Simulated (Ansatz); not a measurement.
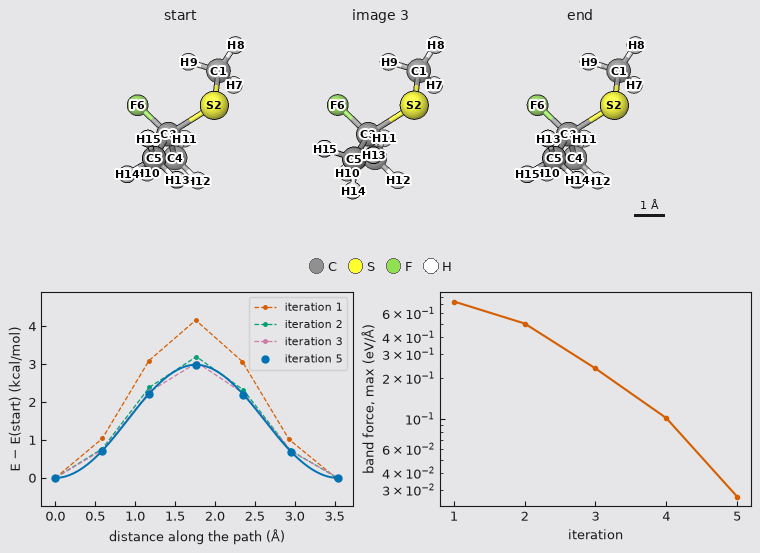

NEB run on C4H9FS. Images are numbered from 0 (start) to 6 (end). The plot follows the band through its iterations. A ball-and-stick model, seen from a free direction.

Level of theory: Ansatz 0.2.0, RKS PBE/6-31G.

The input:
```yaml
crystal:
  periodic: [false, false, false]
  atoms:
    - { symbol: C, position_ang: [-0.088611, -2.341704, 0.458942] }
    - { symbol: S, position_ang: [-1.305145, -0.909384, 0.26433] }
    - { symbol: C, position_ang: [-0.05108, 0.532911, 0.173133] }
    - { symbol: C, position_ang: [0.85152, 0.452161, -1.048872] }
    - { symbol: C, position_ang: [-0.828498, 1.833048, 0.313539] }
    - { symbol: F, position_ang: [0.825078, 0.418706, 1.341027] }
    - { symbol: H, position_ang: [0.308855, -2.665263, -0.5134] }
    - { symbol: H, position_ang: [-0.648208, -3.162213, 0.928694] }
    - { symbol: H, position_ang: [0.715464, -2.004458, 1.127693] }
    - { symbol: H, position_ang: [1.585039, 1.276884, -1.018559] }
    - { symbol: H, position_ang: [1.406017, -0.49906, -1.071197] }
    - { symbol: H, position_ang: [0.256773, 0.535501, -1.971905] }
    - { symbol: H, position_ang: [-1.538698, 1.954607, -0.520322] }
    - { symbol: H, position_ang: [-0.124481, 2.68222, 0.304102] }
    - { symbol: H, position_ang: [-1.386024, 1.845143, 1.262094] }
basis:
  gaussian: { orbitals: "6-31G" }
hamiltonian:
  xc: pbe
neb:
  order_check: false
  images: 5
  f_tol: 0.05
  max_iterations: 58
  initial_path: idpp
  final_atoms:
    - { symbol: C, position_ang: [-0.13534028, -2.3575399, 0.3693335] }
    - { symbol: S, position_ang: [-1.32322449, -0.91441671, 0.09147503] }
    - { symbol: C, position_ang: [-0.06898816, 0.52815212, 0.18438742] }
    - { symbol: C, position_ang: [0.96180171, 0.4874396, -0.9334583] }
    - { symbol: C, position_ang: [-0.86109004, 1.82332951, 0.28109261] }
    - { symbol: F, position_ang: [0.67585362, 0.37502252, 1.43703451] }
    - { symbol: H, position_ang: [0.36463999, -2.65179568, -0.56420812] }
    - { symbol: H, position_ang: [-0.74317144, -3.19003865, 0.74908184] }
    - { symbol: H, position_ang: [0.59291836, -2.04792618, 1.13162969] }
    - { symbol: H, position_ang: [1.68531634, 1.31061531, -0.79765545] }
    - { symbol: H, position_ang: [1.51791784, -0.46289821, -0.92460345] }
    - { symbol: H, position_ang: [0.47075979, 0.60015885, -1.91251699] }
    - { symbol: H, position_ang: [-1.51846315, 1.80464899, 1.16320072] }
    - { symbol: H, position_ang: [-1.47736839, 1.97163181, -0.62048715] }
    - { symbol: H, position_ang: [-0.16356069, 2.67271563, 0.37499313] }
```

Launched with:
```bash
ansatz run input.yaml --threads 1 --pin off --max-ram 2048MiB --backend cpu --events-out ev --progress --plain --runs-dir out
```

Did the band converge, and can the barrier be trusted?

Answer. The result is final at these settings. The band converged in 5 iterations. The largest component of the band force went from 0.74 to 0.027 eV/Å. The climbing image converged on the top of the path. Its vibrational analysis gives one imaginary mode (225i cm⁻¹), as a transition state must have. The first iteration put the highest image at 4.16 kcal/mol. The two ends have the same energy, and the highest point, image 3, lies 2.99 kcal/mol above the start.
